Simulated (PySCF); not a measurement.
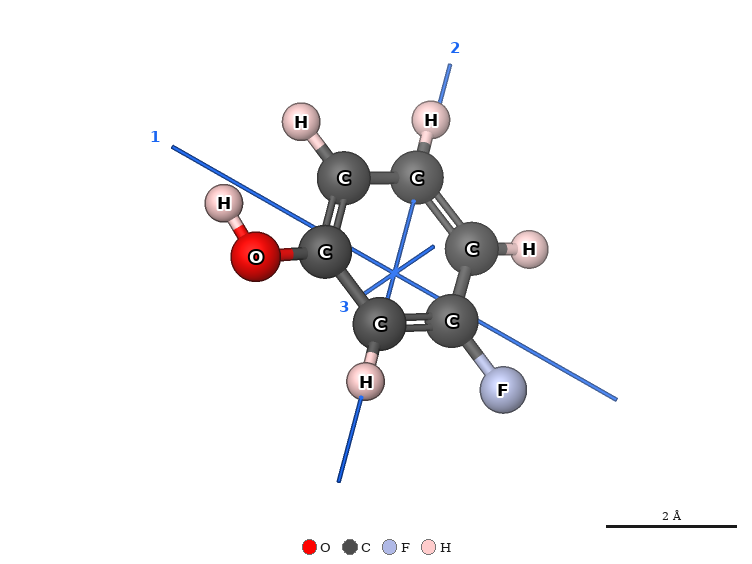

The three principal axes of inertia are drawn and numbered. Atoms fade into the background with distance from the viewer. The geometry was computed by an optimisation with PBE0-D3(BJ)/def2-SVP. No frequency run is at hand to confirm it as a minimum. Masses are those of the most abundant isotopes; constants are for the rigid equilibrium geometry.

Question: Which line is the a axis (least moment of inertia), which b and which c?

Answer: a is line 1, b is line 2, c is line 3; the moments are 134, 281, 415 u Å².

Question: What kind of rotor is it, and what are its rotational constants in GHz?

Answer: An asymmetric top (Cs): A = 3.77, B = 1.80, C = 1.22 GHz. Ray's parameter κ is −0.54, nearer the prolate limit.
